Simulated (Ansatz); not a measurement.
**Si4H9F: molecular dynamics (part 3 of 3)**

Si4H9F; RKS B3LYP-D4/STO-3G (Ansatz 0.2.0). It belongs to a series of runs on one base structure; here: dynamics from the start.

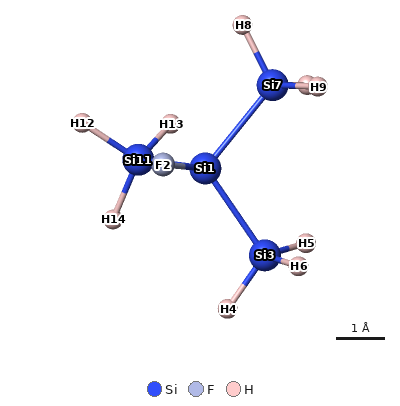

Figure 1. The geometry at step 107 of the log (ball-and-stick view, seen at a tilt; atoms are numbered from 1 in the order of the input).

## Trajectory as extended XYZ, continued
```
14
Properties=species:S:1:pos:R:3:forces:R:3 step=64 time_fs=32.0 energy=-33971.33498 temperature=233.3
Si    0.0106   -0.0669    0.0759    0.4928  -0.7256  -0.8844
F    -0.0232   -0.2242    1.7269    0.1048  -0.0676   0.1394
Si    2.1491    0.0871   -0.7574   -0.1731  -0.0971  -0.4824
H     2.8451   -1.1605   -0.6895    0.0630  -0.4610   0.0551
H     2.1895    0.4653   -2.1702   -0.2919  -0.0680   0.4165
H     3.0078    1.0067   -0.0883    0.1297   0.4873   0.3729
Si   -1.0315    1.8214   -0.5094   -1.0848   0.6580   0.0568
H    -2.4716    1.8693   -0.1483    1.0069   0.0829   0.0933
H    -0.2455    2.8691    0.1049   -0.3948   0.2311   0.1015
H    -1.0255    2.1092   -1.9213    0.2112  -0.2240  -0.1635
Si   -1.0195   -1.8454   -0.9335   -1.0264   0.4674   0.7905
H    -2.2779   -2.0940   -0.2454    0.1890   0.0868  -0.0605
H    -1.4099   -1.5366   -2.2773    0.1593   0.1153  -0.3688
H    -0.3595   -3.1012   -0.9165    0.6143  -0.4854  -0.0664
14
Properties=species:S:1:pos:R:3:forces:R:3 step=75 time_fs=37.5 energy=-33971.31862 temperature=181.6
Si    0.0225   -0.0771    0.0635    0.5537  -0.4383  -0.6594
F    -0.0269   -0.2248    1.7144    0.1787  -0.0948   0.2322
Si    2.1520    0.0737   -0.7677    1.3793  -0.1843   0.5502
H     2.8465   -1.2305   -0.6996   -0.4151   0.6468  -0.0297
H     2.2361    0.4866   -2.1629   -0.3274  -0.0701   0.2609
H     3.0315    1.0221   -0.0283   -0.7355  -0.5886  -0.4078
Si   -1.0138    1.8178   -0.5108    1.1646   0.3808  -0.1217
H    -2.3486    1.7784   -0.0578   -0.9383   0.3313   0.1985
H    -0.2431    2.8988    0.0761   -0.4239   0.0390   0.0909
H    -0.9302    2.0380   -1.9291   -0.2412  -0.0856  -0.2007
Si   -1.0214   -1.8438   -0.9172    0.2506  -0.2570  -0.1197
H    -2.2337   -2.1154   -0.1946   -0.1991  -0.2185   0.0255
H    -1.3670   -1.5030   -2.2609   -0.3070   0.3872  -0.3379
H    -0.2819   -3.0751   -1.1352    0.0606   0.1522   0.5188
14
Properties=species:S:1:pos:R:3:forces:R:3 step=86 time_fs=43.0 energy=-33971.29199 temperature=138.4
Si    0.0299   -0.0902    0.0575    0.5528   0.0254  -0.4843
F    -0.0295   -0.2262    1.7026    0.2296  -0.1549   0.5195
Si    2.1541    0.0718   -0.7722   -1.2220  -0.3010  -0.0017
H     2.7440   -1.2012   -0.7354    0.6948  -0.9833   0.1262
H     2.2027    0.4730   -2.1363   -0.2568   0.2060  -0.5779
H     2.9513    0.9863   -0.0788    0.7823   0.7890   0.7846
Si   -0.9990    1.8134   -0.5161   -0.8339  -0.3179  -0.1138
H    -2.3721    1.8070    0.0223    0.5446   0.1863  -0.6004
H    -0.3066    2.9153    0.0700    0.1658   0.4678   0.0587
H    -0.9170    1.9022   -1.9735   -0.3489   0.2118   0.4432
Si   -1.0259   -1.8375   -0.9022   -0.2075   0.0056  -1.1077
H    -2.2042   -2.1759   -0.1436   -0.0851  -0.1777  -0.0291
H    -1.4379   -1.4045   -2.2390   -0.1169   0.0103   0.4995
H    -0.2659   -3.0292   -1.2203    0.1012   0.0325   0.4831
14
Properties=species:S:1:pos:R:3:forces:R:3 step=96 time_fs=48.0 energy=-33971.32878 temperature=159.5
Si    0.0402   -0.0943    0.0549    0.0388   0.0735  -0.1091
F    -0.0290   -0.2417    1.7032    0.2528  -0.1189   0.3711
Si    2.1409    0.0709   -0.7755    1.4041  -0.9222   0.2816
H     2.7827   -1.3070   -0.7162   -0.4933   1.5819  -0.1041
H     2.1088    0.4799   -2.1885   -0.0004  -0.1278   0.6254
H     2.9884    1.0384   -0.0113   -0.6090  -0.7651  -0.6503
Si   -1.0028    1.8133   -0.5214   -0.3201   0.1916   0.6172
H    -2.3704    1.8572   -0.0302    0.1186  -0.0360  -0.3208
H    -0.3495    2.9672    0.0694    0.0333  -0.0919  -0.2697
H    -0.9526    1.8743   -1.9541   -0.1687   0.2987  -0.2531
Si   -1.0313   -1.8393   -0.9002   -0.1866   0.0596   0.1808
H    -2.1474   -2.2645   -0.1055   -0.2167  -0.0573   0.1924
H    -1.5629   -1.3637   -2.1306   -0.2615   0.1362  -0.5817
H    -0.2745   -3.0130   -1.2081    0.4087  -0.2222   0.0204
14
Properties=species:S:1:pos:R:3:forces:R:3 step=107 time_fs=53.5 energy=-33971.37974 temperature=166.9
Si    0.0570   -0.0932    0.0532   -0.6802  -0.1061   0.4224
F    -0.0276   -0.2603    1.7187    0.2581  -0.0010  -0.2594
Si    2.1333    0.0605   -0.7765   -0.8098   0.2049   0.4095
H     2.8046   -1.1659   -0.6980    0.6432  -1.0752  -0.1446
H     1.9749    0.4747   -2.1298    0.2345   0.1738  -0.5319
H     2.8813    0.9923   -0.0220    0.5436   0.6993   0.2182
Si   -1.0105    1.8231   -0.5235    0.2121   0.3276  -0.4144
H    -2.3853    1.8713   -0.1442   -0.4436  -0.0859   0.2806
H    -0.3773    3.0042    0.0395   -0.0264  -0.1722  -0.1328
H    -1.0275    1.9541   -1.9720    0.1727   0.0290   0.2168
Si   -1.0421   -1.8385   -0.9022   -0.7516  -0.2492  -0.0784
H    -2.1074   -2.3430   -0.0354    0.2860   0.2656  -0.1949
H    -1.7137   -1.3436   -2.1174    0.4518  -0.4372   0.3986
H    -0.2152   -3.0113   -1.1716   -0.0905   0.4266  -0.1898
14
Properties=species:S:1:pos:R:3:forces:R:3 step=118 time_fs=59.0 energy=-33971.31687 temperature=131.6
Si    0.0567   -0.0972    0.0498   -0.9182  -0.0941   0.7142
F    -0.0234   -0.2851    1.7287    0.2111   0.1045  -0.7481
Si    2.1312    0.0449   -0.7722    0.8461   0.3498  -0.4633
H     2.9308   -1.1820   -0.7497   -0.3965   0.3223  -0.1100
H     1.9266    0.4960   -2.1678    0.3853  -0.2968   0.7447
H     2.9126    1.0499   -0.0497   -0.2366  -0.2209  -0.3430
Si   -1.0088    1.8426   -0.5228   -1.0119   0.2117  -0.0733
H    -2.4560    1.8594   -0.1961    0.9632   0.0048   0.2607
H    -0.3360    3.0136    0.0012   -0.1825  -0.0721   0.2121
H    -1.0644    2.0765   -1.9428    0.3397  -0.2511  -0.2410
Si   -1.0539   -1.8390   -0.9070    0.2499  -0.1571   1.2784
H    -1.9939   -2.4015    0.0257   -0.2792   0.1498   0.1204
H    -1.7819   -1.4230   -2.0464   -0.2495   0.0658  -0.8236
H    -0.1782   -2.9474   -1.1447    0.2791  -0.1165  -0.5283
14
Properties=species:S:1:pos:R:3:forces:R:3 step=129 time_fs=64.5 energy=-33971.38543 temperature=123.5
Si    0.0465   -0.1075    0.0563   -0.5998   0.5239   0.1916
F    -0.0230   -0.2995    1.7255    0.1630   0.0647  -0.5280
Si    2.1382    0.0455   -0.7751    0.4771  -0.0005   0.3640
H     2.9615   -1.1397   -0.8088   -0.1836  -0.1853   0.0935
H     1.9847    0.4768   -2.1208   -0.0567   0.1506  -0.6499
H     2.9303    1.0570   -0.1253   -0.0043   0.1334   0.1574
Si   -1.0129    1.8603   -0.5239    1.0571  -0.1148  -0.9260
H    -2.3773    1.8717   -0.1696   -0.9007   0.0491   0.4788
H    -0.3473    3.0232   -0.0007   -0.0260   0.0952   0.3739
H    -1.0075    2.1190   -1.9644    0.0956  -0.4182   0.3513
Si   -1.0615   -1.8354   -0.9056   -0.0596  -0.5758   0.1503
H    -1.9476   -2.4072    0.0926   -0.0031   0.0611  -0.1820
H    -1.8769   -1.4803   -2.0671    0.3839  -0.0806   0.2844
H    -0.1099   -2.8949   -1.2364   -0.3431   0.2972  -0.1594
14
Properties=species:S:1:pos:R:3:forces:R:3 step=139 time_fs=69.5 energy=-33971.41123 temperature=110.1
Si    0.0344   -0.1064    0.0704   -0.2246   0.7369  -0.7513
F    -0.0158   -0.3186    1.7121    0.1038   0.0188   0.2512
Si    2.1401    0.0516   -0.7734   -0.3070   0.5871  -1.0111
H     2.8985   -1.1498   -0.8276    0.2620  -0.6025   0.2043
H     2.0133    0.4693   -2.1792   -0.0705  -0.1687   0.6000
H     2.9464    1.0675   -0.1613    0.1227   0.1475   0.2959
Si   -1.0031    1.8679   -0.5291   -0.3751  -0.1244   0.7502
H    -2.4080    1.8947   -0.0932    0.5653  -0.0181  -0.2713
H    -0.3647    3.0328    0.0374    0.0451  -0.0440   0.1924
H    -0.9489    2.1062   -1.9422   -0.0910  -0.2139  -0.3459
Si   -1.0638   -1.8339   -0.9012    0.0144   0.2041  -0.7292
H    -1.9227   -2.4035    0.0815   -0.3640  -0.4012   0.2949
H    -1.8786   -1.5015   -2.0725    0.2732   0.1080   0.4626
H    -0.1199   -2.8210   -1.3550    0.0457  -0.2298   0.0574
14
Properties=species:S:1:pos:R:3:forces:R:3 step=150 time_fs=75.0 energy=-33971.43431 temperature=104.3
Si    0.0239   -0.1010    0.0756   -0.0196   0.6328  -1.0859
F    -0.0042   -0.3418    1.7054    0.0663   0.0361   0.5474
Si    2.1351    0.0542   -0.7743    0.5959  -0.7726   0.4254
H     2.8347   -1.2490   -0.7427   -0.2996   0.7465   0.0758
H     2.0274    0.4023   -2.1613   -0.0598   0.1268  -0.2855
H     2.9874    1.0616   -0.1463   -0.2678  -0.2977  -0.0874
Si   -0.9939    1.8721   -0.5278    0.7110  -0.1046   0.2609
H    -2.3553    1.8893   -0.0901   -0.4713   0.0491  -0.1314
H    -0.3506    3.0024    0.1226   -0.0509  -0.1447  -0.1637
H    -0.8909    2.0765   -1.9700   -0.1749  -0.0881   0.3764
Si   -1.0619   -1.8377   -0.9067    0.2093  -0.4786   0.7247
H    -1.9121   -2.4648    0.1028    0.1973   0.0319  -0.3752
H    -1.8775   -1.4708   -2.0113   -0.4144   0.3309  -0.4178
H    -0.1319   -2.8165   -1.4255   -0.0216  -0.0678   0.1361
```

The run was set up as follows.

## The input
```yaml
crystal:
  periodic: [false, false, false]
  atoms:
    - { symbol: Si, position_ang: [0.008125, -0.072759, 0.016838] }
    - { symbol: F, position_ang: [0.026629, -0.260773, 1.673955] }
    - { symbol: Si, position_ang: [2.146791, 0.051818, -0.749275] }
    - { symbol: H, position_ang: [2.919976, -1.114264, -0.386734] }
    - { symbol: H, position_ang: [2.146567, 0.143321, -2.19182] }
    - { symbol: H, position_ang: [2.836653, 1.214927, -0.239172] }
    - { symbol: Si, position_ang: [-1.106052, 1.839017, -0.512984] }
    - { symbol: H, position_ang: [-2.494369, 1.785656, -0.114607] }
    - { symbol: H, position_ang: [-0.512175, 2.999594, 0.110891] }
    - { symbol: H, position_ang: [-1.070864, 2.046973, -1.942948] }
    - { symbol: Si, position_ang: [-1.042004, -1.855854, -0.929156] }
    - { symbol: H, position_ang: [-2.338355, -2.095006, -0.335475] }
    - { symbol: H, position_ang: [-1.245163, -1.61322, -2.339958] }
    - { symbol: H, position_ang: [-0.266358, -3.069331, -0.802055] }
basis:
  gaussian: { orbitals: STO-3G }
hamiltonian:
  xc: b3lyp
  dispersion: d4
md:
  timestep: 0.5
  n_steps: 150
  ensemble: nvt_langevin
  temperature: 200.0
  initial_velocities: maxwell_boltzmann
  seed: 691490
  friction: 0.05
  temperature_schedule:
    - { n_steps: 37, end_temperature: 200.0 }
    - { n_steps: 113, end_temperature: 50.0 }
```

Run as:
```bash
ansatz run input.yaml --threads 1 --pin off --max-ram 2048MiB --backend cpu --events-out ev --progress --plain --runs-dir out
```

## Results in brief

| quantity | value |
| --- | --- |
| outcome | finished |
| mean temperature over the second half | 137 K |
| trajectory | 150 steps, 75 fs |
| ensemble | nvt_langevin |
| temperature in the input | 200.0 K |
| time step | 0.5 fs |
| potential energy (last step) | −33971.4345 eV |
| mean-field energy (last step) | −33970.7953 eV |
| largest force (length of the vector) (last step) | 1.257 eV/Å |
| hardware | 1 thread of Arm Neoverse V1, 24 GiB of memory available, shared host |
| wall time | 9.2 min |
| peak memory | 0.13 GiB |

## Remarks

So short a trajectory is not equilibrated. The logged temperature at the start can lie below the typed one, since it is counted over all degrees of freedom. The temperature stays far from the 200 K of the thermostat over the second half: the run isn't equilibrated.
